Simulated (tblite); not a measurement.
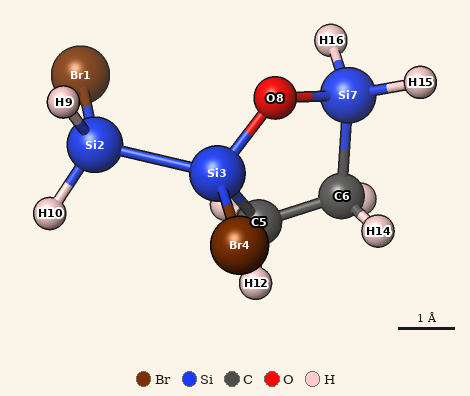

*The input geometry (ball-and-stick view, seen at a tilt; atoms are numbered from 1 in the order of the input).*

Bond lengths as drawn: Br–Si 2.21 to 2.22 Å, C–C 1.56 Å, C–H 1.08 to 1.10 Å, C–Si 1.93 to 1.94 Å, H–Si 1.47 to 1.50 Å, O–Si 1.70 to 1.72 Å and Si–Si 2.27 Å.

## C2H8Br2OSi3: geometry relaxation (part 1 of 4)

- system: C2H8Br2OSi3
- method: GFN2-xTB geometry optimisation, gas phase (tblite 0.8.0)

It belongs to a series of runs on one base structure; here: SiH2 inserted into a Br-Si bond.

Input:
```
{"job": {"kind": "relax", "xc": "GFN2-xTB", "basis": "xTB"}, "charge": 0, "multiplicity": 1}
Br     3.084600    -1.287100    -1.244800
Si     2.734700    -0.069300     0.576200
Si     0.507900     0.237800     0.923300
Br     0.015100     1.479500     2.681000
C     -0.333700     1.040200    -0.631200
C     -1.763400     0.430600    -0.784000
Si    -1.703100    -1.375700    -0.093400
O     -0.394700    -1.205800     1.008300
H      3.382000    -0.777800     1.734500
H      3.422600     1.231500     0.401800
H      0.263200     0.776000    -1.519600
H     -0.374300     2.129700    -0.561100
H     -2.109300     0.453800    -1.808900
H     -2.463200     0.994200    -0.166600
H     -2.957800    -1.724600     0.621800
H     -1.318100    -2.323800    -1.148600
```

The first line tells a small driver script what to run in tblite; the rest is the geometry in Å.

Launched with:
```bash
OMP_NUM_THREADS=1 python <driver script> task.json out
```

Log:
```
step      E/eV     max force
  0    -706.42955    2.050
  1    -706.55667    1.006
  2    -706.62193    0.550
  3    -706.63882    0.350
  4    -706.66470    0.269
  5    -706.67230    0.270
  6    -706.69109    0.258
  7    -706.69883    0.248
  8    -706.70760    0.220
  9    -706.71304    0.152
 10    -706.71775    0.150
 11    -706.72137    0.149
 12    -706.72408    0.152
 13    -706.72600    0.111
 14    -706.72769    0.096
 15    -706.72929    0.091
 16    -706.73085    0.110
 17    -706.73233    0.099
 18    -706.73374    0.097
 19    -706.73511    0.084
 20    -706.73639    0.097
 21    -706.73755    0.095
 22    -706.73875    0.089
 23    -706.74007    0.086
 24    -706.74139    0.111
 25    -706.74257    0.111
 26    -706.74362    0.073
 27    -706.74469    0.083
 28    -706.74594    0.090
 29    -706.74740    0.130
 30    -706.74883    0.117
 31    -706.75007    0.105
 32    -706.75108    0.068
 33    -706.75184    0.084
 34    -706.75249    0.092
 35    -706.75314    0.063
 36    -706.75374    0.077
 37    -706.75422    0.060
 38    -706.75456    0.049
 39    -706.75486    0.047
 40    -706.75520    0.060
 41    -706.75553    0.066
 42    -706.75577    0.040
 43    -706.75594    0.031
 44    -706.75611    0.046
 45    -706.75640    0.072
 46    -706.75685    0.099
 47    -706.75736    0.088
 48    -706.75772    0.040
 49    -706.75789    0.032
 50    -706.75804    0.038
 51    -706.75828    0.060
 52    -706.75855    0.060
 53    -706.75878    0.033
 54    -706.75890    0.027
 55    -706.75901    0.030
 56    -706.75917    0.047
 57    -706.75942    0.060
 58    -706.75971    0.051
 59    -706.75995    0.030
 60    -706.76013    0.029
 61    -706.76029    0.033
 62    -706.76048    0.034
 63    -706.76068    0.036
 64    -706.76086    0.030
 65    -706.76102    0.030
 66    -706.76119    0.035
 67    -706.76138    0.036
 68    -706.76161    0.037
 69    -706.76186    0.054
 70    -706.76208    0.040
 71    -706.76228    0.034
 72    -706.76245    0.033
 73    -706.76265    0.043
 74    -706.76292    0.053
 75    -706.76324    0.053
 76    -706.76355    0.036
 77    -706.76383    0.035
 78    -706.76411    0.039
 79    -706.76445    0.045
 80    -706.76487    0.040
 81    -706.76532    0.060
 82    -706.76550    0.071
 83    -706.76639    0.061
 84    -706.76714    0.050
 85    -706.76774    0.036
 86    -706.76806    0.037
 87    -706.76865    0.064
 88    -706.76905    0.065
 89    -706.77021    0.037
 90    -706.77055    0.036
 91    -706.77076    0.038
 92    -706.77097    0.044
 93    -706.77127    0.035
 94    -706.77212    0.034
 95    -706.77233    0.038
 96    -706.77255    0.045
 97    -706.77284    0.058
 98    -706.77325    0.045
 99    -706.77375    0.045
100    -706.77409    0.048
101    -706.77438    0.034
102    -706.77461    0.031
103    -706.77479    0.030
104    -706.77504    0.041
105    -706.77546    0.055
106    -706.77604    0.068
107    -706.77659    0.056
108    -706.77704    0.065
109    -706.77752    0.044
110    -706.77790    0.046
111    -706.77849    0.053
112    -706.77901    0.074
113    -706.78007    0.110
114    -706.78128    0.142
115    -706.78150    0.174
116    -706.78337    0.090
117    -706.78398    0.069
118    -706.78479    0.070
119    -706.78503    0.060
120    -706.78577    0.051
121    -706.78627    0.058
122    -706.78683    0.052
123    -706.78719    0.067
124    -706.78755    0.067
125    -706.78787    0.037
126    -706.78819    0.036
127    -706.78845    0.041
128    -706.78890    0.044
129    -706.78927    0.054
130    -706.78953    0.025
131    -706.78966    0.027
132    -706.78975    0.038
133    -706.78983    0.024
134    -706.78989    0.020
135    -706.78998    0.026
136    -706.79006    0.031
137    -706.79022    0.041
138    -706.79041    0.045
139    -706.79065    0.044
140    -706.79089    0.036
141    -706.79115    0.033
142    -706.79141    0.039
143    -706.79157    0.055
144    -706.79174    0.069
145    -706.79211    0.034
146    -706.79235    0.031
147    -706.79279    0.034
148    -706.79311    0.039
149    -706.79355    0.055
150    -706.79413    0.033
151    -706.79449    0.057
152    -706.79468    0.045
153    -706.79496    0.042
154    -706.79523    0.060
155    -706.79549    0.035
156    -706.79568    0.040
157    -706.79594    0.041
158    -706.79626    0.041
159    -706.79675    0.036
160    -706.79422    0.202
161    -706.79709    0.039
162    -706.79726    0.044
163    -706.79756    0.031
164    -706.79778    0.051
165    -706.79795    0.029
166    -706.79819    0.018
167    -706.79831    0.023
168    -706.79842    0.023
169    -706.79853    0.019
170    -706.79861    0.021
171    -706.79866    0.020
172    -706.79871    0.017
173    -706.79876    0.013
174    -706.79880    0.019
175    -706.79885    0.017
176    -706.79890    0.020
177    -706.79898    0.016
178    -706.79905    0.013
179    -706.79908    0.012
180    -706.79912    0.010
```

Trajectory as extended XYZ (Å, eV, eV/Å), 50 of the 181 frames kept, from step=0 to step=180:
```
16
Properties=species:S:1:pos:R:3:forces:R:3 step=0 energy=-706.42955
Br    3.0846   -1.2871   -1.2448    0.0410   0.1070   0.1000
Si    2.7347   -0.0693    0.5762    0.6070  -0.1410   0.8530
Si    0.5079    0.2378    0.9233   -1.4620  -1.1560  -0.8530
Br    0.0151    1.4795    2.6810   -0.0380   0.0360   0.2480
C    -0.3337    1.0402   -0.6312   -0.3380  -0.4440   0.1130
C    -1.7634    0.4306   -0.7840    0.8260  -0.4420   0.6730
Si   -1.7031   -1.3757   -0.0934    0.4290   0.3130   0.4890
O    -0.3947   -1.2058    1.0083   -0.2220   1.2620  -0.9990
H     3.3820   -0.7778    1.7345   -0.1820   0.2570  -0.6620
H     3.4226    1.2315    0.4018   -0.1580  -0.4140  -0.0910
H     0.2632    0.7760   -1.5196   -0.2080   0.1620   0.2260
H    -0.3743    2.1297   -0.5611   -0.0190  -0.0710  -0.1360
H    -2.1093    0.4538   -1.8089   -0.0070   0.1780  -0.1260
H    -2.4632    0.9942   -0.1666   -0.0020   0.1380  -0.1120
H    -2.9578   -1.7246    0.6218    0.6320   0.1110  -0.0600
H    -1.3181   -2.3238   -1.1486    0.1020   0.1050   0.3360
16
Properties=species:S:1:pos:R:3:forces:R:3 step=4 energy=-706.66470
Br    3.0904   -1.2702   -1.2243    0.0310   0.0830   0.1140
Si    2.7272   -0.0744    0.6203   -0.0760  -0.1080   0.0300
Si    0.4657    0.2123    0.8776   -0.1280  -0.0400   0.1150
Br    0.0146    1.4628    2.6839    0.0030  -0.1680  -0.0530
C    -0.3499    1.0286   -0.6292   -0.0130   0.0290  -0.0650
C    -1.7468    0.4143   -0.7664   -0.0120   0.1130  -0.0510
Si   -1.6964   -1.3610   -0.0922   -0.0550   0.1050  -0.1460
O    -0.4286   -1.1596    0.9496    0.2040   0.1260   0.0800
H     3.3881   -0.7775    1.7054    0.0990  -0.0990   0.0190
H     3.4106    1.1973    0.3919   -0.0450  -0.0670  -0.0410
H     0.2467    0.7859   -1.5090   -0.0100  -0.0230  -0.1370
H    -0.3815    2.1151   -0.5719   -0.0980   0.0980  -0.0290
H    -2.0964    0.4653   -1.7918   -0.0280   0.0500  -0.1740
H    -2.4524    0.9991   -0.1779   -0.0720   0.0870   0.0890
H    -2.8977   -1.7155    0.6309    0.0100  -0.0340   0.2670
H    -1.3010   -2.3136   -1.1083    0.1900  -0.1520  -0.0180
16
Properties=species:S:1:pos:R:3:forces:R:3 step=7 energy=-706.69883
Br    3.0991   -1.2503   -1.1978    0.0290  -0.0990  -0.1210
Si    2.7013   -0.0893    0.6431    0.1820  -0.0440   0.1150
Si    0.4521    0.2194    0.8724   -0.0170  -0.0250  -0.0930
Br    0.0136    1.4273    2.6786   -0.0770   0.0480   0.2070
C    -0.3557    1.0348   -0.6407    0.0140   0.0930  -0.0620
C    -1.7546    0.4295   -0.7745   -0.0410   0.0510  -0.0880
Si   -1.7048   -1.3461   -0.1160    0.1130  -0.1270   0.1810
O    -0.4311   -1.1441    0.9345   -0.0350  -0.0980  -0.0080
H     3.4105   -0.7974    1.7001   -0.0140  -0.0360   0.0110
H     3.3967    1.1693    0.3813   -0.0610   0.0020   0.0390
H     0.2360    0.7876   -1.5249   -0.0190   0.0240  -0.0610
H    -0.4004    2.1209   -0.5826   -0.0090   0.1040  -0.0530
H    -2.0930    0.4797   -1.8038   -0.1200   0.1080  -0.1390
H    -2.4545    1.0124   -0.1732   -0.0580   0.0510  -0.0220
H    -2.8611   -1.7151    0.6785    0.0300   0.0010   0.1200
H    -1.2617   -2.3297   -1.0864    0.0840  -0.0540  -0.0250
16
Properties=species:S:1:pos:R:3:forces:R:3 step=11 energy=-706.72137
Br    3.1093   -1.2548   -1.1985   -0.0020  -0.0390   0.0070
Si    2.7069   -0.1090    0.6651   -0.0210  -0.0560  -0.0940
Si    0.4461    0.2258    0.8589    0.0240   0.0670   0.0490
Br   -0.0011    1.4071    2.7063   -0.0260  -0.0720  -0.0450
C    -0.3648    1.0515   -0.6590   -0.0480  -0.0380   0.0200
C    -1.7681    0.4391   -0.7932    0.0140  -0.0630   0.0110
Si   -1.6984   -1.3521   -0.1136   -0.0120   0.0850  -0.0560
O    -0.4280   -1.1461    0.9286    0.1120   0.0980   0.0030
H     3.4268   -0.8226    1.7069   -0.0030  -0.0470   0.0450
H     3.3785    1.1555    0.3839    0.0030   0.0400   0.0660
H     0.2247    0.7974   -1.5449   -0.0280   0.0680   0.0110
H    -0.4121    2.1410   -0.6015    0.0070  -0.0380  -0.0530
H    -2.1122    0.5087   -1.8263   -0.0430   0.0000   0.0810
H    -2.4627    1.0254   -0.1816   -0.0030  -0.0650  -0.0830
H    -2.8282   -1.7139    0.7289    0.0570   0.0100  -0.0050
H    -1.2242   -2.3441   -1.0714   -0.0310   0.0510   0.0430
16
Properties=species:S:1:pos:R:3:forces:R:3 step=15 energy=-706.72929
Br    3.1133   -1.2671   -1.2002    0.0050  -0.0320   0.0010
Si    2.7095   -0.1246    0.6619    0.0080   0.0270   0.0290
Si    0.4518    0.2420    0.8565    0.0450   0.0200  -0.0690
Br   -0.0134    1.3879    2.7123   -0.0230  -0.0010   0.0130
C    -0.3728    1.0544   -0.6631    0.0340   0.0510  -0.0260
C    -1.7709    0.4360   -0.7989   -0.0100   0.0560   0.0100
Si   -1.6911   -1.3427   -0.1130    0.0570  -0.0270   0.0650
O    -0.4127   -1.1323    0.9217    0.0000  -0.0080  -0.0310
H     3.4277   -0.8391    1.7129   -0.0640   0.0050  -0.0540
H     3.3710    1.1542    0.4000    0.0090  -0.0440   0.0510
H     0.2158    0.8123   -1.5512    0.0210  -0.0300  -0.0210
H    -0.4180    2.1429   -0.6182   -0.0520   0.0410   0.0150
H    -2.1280    0.5170   -1.8244    0.0220  -0.0730  -0.0410
H    -2.4702    1.0188   -0.1960   -0.0490   0.0010   0.0740
H    -2.8036   -1.7107    0.7470    0.0140   0.0120   0.0020
H    -1.2160   -2.3402   -1.0588   -0.0150   0.0040  -0.0190
16
Properties=species:S:1:pos:R:3:forces:R:3 step=18 energy=-706.73374
Br    3.1162   -1.2807   -1.1996    0.0040   0.0020   0.0240
Si    2.7112   -0.1317    0.6597   -0.0260   0.0170  -0.0240
Si    0.4616    0.2571    0.8479   -0.0390   0.0100  -0.0600
Br   -0.0248    1.3734    2.7144   -0.0070   0.0280   0.0200
C    -0.3736    1.0635   -0.6693   -0.0760   0.0410  -0.0440
C    -1.7733    0.4416   -0.7998   -0.0190  -0.0660   0.0330
Si   -1.6784   -1.3368   -0.1053   -0.0300  -0.0260  -0.0350
O    -0.3961   -1.1214    0.9145    0.0370  -0.0430   0.0060
H     3.4167   -0.8500    1.7093   -0.0160  -0.0490   0.0180
H     3.3699    1.1484    0.4205    0.0660   0.0070   0.0070
H     0.2134    0.8179   -1.5587   -0.0110   0.0000  -0.0010
H    -0.4303    2.1505   -0.6267   -0.0050   0.0720   0.0050
H    -2.1345    0.5078   -1.8277    0.0580  -0.0370   0.0510
H    -2.4832    1.0131   -0.1935    0.0540   0.0120  -0.0020
H    -2.7875   -1.7068    0.7584    0.0200   0.0160   0.0090
H    -1.2150   -2.3369   -1.0556   -0.0100   0.0150  -0.0060
16
Properties=species:S:1:pos:R:3:forces:R:3 step=22 energy=-706.73875
Br    3.1208   -1.2944   -1.1931    0.0060   0.0170   0.0000
Si    2.7082   -0.1351    0.6560    0.0140   0.0270   0.0440
Si    0.4617    0.2772    0.8293    0.0020  -0.0010   0.0720
Br   -0.0377    1.3625    2.7164    0.0130   0.0200  -0.0370
C    -0.3869    1.0814   -0.6813    0.0460  -0.0170   0.0620
C    -1.7768    0.4376   -0.7942    0.0280   0.0290  -0.0180
Si   -1.6672   -1.3358   -0.1003    0.0220  -0.0230   0.0290
O    -0.3714   -1.1174    0.9022    0.0060  -0.0060  -0.0480
H     3.3975   -0.8729    1.7067   -0.0480  -0.0190  -0.0040
H     3.3861    1.1413    0.4444    0.0600  -0.0240  -0.0150
H     0.2043    0.8273   -1.5670   -0.0620   0.0640  -0.0040
H    -0.4475    2.1709   -0.6374   -0.0240  -0.0420  -0.0370
H    -2.1310    0.4877   -1.8221   -0.0520  -0.0020  -0.0260
H    -2.4864    1.0096   -0.1903    0.0020   0.0110  -0.0150
H    -2.7659   -1.6993    0.7751   -0.0190  -0.0060   0.0360
H    -1.2152   -2.3319   -1.0557    0.0060  -0.0270  -0.0400
16
Properties=species:S:1:pos:R:3:forces:R:3 step=26 energy=-706.74362
Br    3.1266   -1.3021   -1.1847   -0.0090   0.0500   0.0170
Si    2.7085   -0.1321    0.6601    0.0300  -0.0050  -0.0060
Si    0.4642    0.2963    0.8243    0.0550  -0.0200  -0.0440
Br   -0.0489    1.3599    2.7126   -0.0080   0.0530   0.0240
C    -0.3950    1.0958   -0.6823   -0.0270  -0.0250  -0.0450
C    -1.7769    0.4347   -0.7916   -0.0440  -0.0220   0.0000
Si   -1.6542   -1.3404   -0.0934   -0.0210   0.0170  -0.0350
O    -0.3407   -1.1162    0.8803    0.0100   0.0010   0.0060
H     3.3652   -0.9036    1.7061   -0.0300  -0.0080   0.0300
H     3.4212    1.1281    0.4647    0.0400  -0.0340  -0.0110
H     0.1819    0.8529   -1.5775    0.0550  -0.0090  -0.0210
H    -0.4714    2.1842   -0.6552   -0.0250  -0.0190   0.0610
H    -2.1385    0.4678   -1.8192   -0.0070   0.0340   0.0080
H    -2.4883    1.0084   -0.1923   -0.0390  -0.0150  -0.0010
H    -2.7460   -1.6927    0.8011    0.0420  -0.0050  -0.0080
H    -1.2153   -2.3320   -1.0643   -0.0230   0.0080   0.0250
16
Properties=species:S:1:pos:R:3:forces:R:3 step=29 energy=-706.74740
Br    3.1296   -1.2969   -1.1758    0.0020   0.0120  -0.0450
Si    2.7155   -0.1291    0.6657    0.0100  -0.0420  -0.0110
Si    0.4760    0.3067    0.8140   -0.1170   0.0560  -0.0110
Br   -0.0579    1.3696    2.7111    0.0270  -0.0140  -0.0910
C    -0.4032    1.1007   -0.6886   -0.0430  -0.0030  -0.0310
C    -1.7839    0.4309   -0.7905    0.0070   0.0040  -0.0110
Si   -1.6461   -1.3415   -0.0920    0.0120   0.0400  -0.0020
O    -0.3165   -1.1142    0.8610    0.0060   0.0170   0.0110
H     3.3317   -0.9290    1.7111    0.0140  -0.0240   0.0810
H     3.4595    1.1091    0.4772    0.0580   0.0330   0.0020
H     0.1733    0.8729   -1.5895    0.0150  -0.0300   0.0140
H    -0.4963    2.1876   -0.6569    0.0070  -0.0080   0.0740
H    -2.1481    0.4589   -1.8174    0.0000   0.0320   0.0040
H    -2.4983    1.0046   -0.1936   -0.0040  -0.0360  -0.0010
H    -2.7228   -1.6892    0.8205    0.0200  -0.0210   0.0060
H    -1.2200   -2.3320   -1.0677   -0.0150  -0.0160   0.0100
16
Properties=species:S:1:pos:R:3:forces:R:3 step=33 energy=-706.75184
Br    3.1336   -1.2882   -1.1767    0.0030   0.0050  -0.0250
Si    2.7234   -0.1307    0.6741   -0.0140   0.0050   0.0120
Si    0.4768    0.3254    0.7985    0.0730  -0.0310  -0.0290
Br   -0.0628    1.3791    2.6929    0.0050   0.0200  -0.0300
C    -0.4169    1.1065   -0.6986    0.0100   0.0300   0.0350
C    -1.7919    0.4282   -0.7936   -0.0010  -0.0070  -0.0150
Si   -1.6356   -1.3390   -0.0909   -0.0030  -0.0340   0.0030
O    -0.2928   -1.1083    0.8420   -0.0250   0.0120   0.0110
H     3.2974   -0.9577    1.7300   -0.0110   0.0370  -0.0070
H     3.5089    1.0889    0.4919   -0.0190  -0.0490   0.0430
H     0.1651    0.8891   -1.5993   -0.0480   0.0100   0.0150
H    -0.5216    2.1901   -0.6450    0.0240   0.0430  -0.0090
H    -2.1605    0.4571   -1.8178   -0.0090   0.0050  -0.0260
H    -2.5109    0.9937   -0.1944    0.0140  -0.0140   0.0100
H    -2.6923   -1.6901    0.8430    0.0020  -0.0150   0.0080
H    -1.2276   -2.3352   -1.0675   -0.0020  -0.0170   0.0040
```
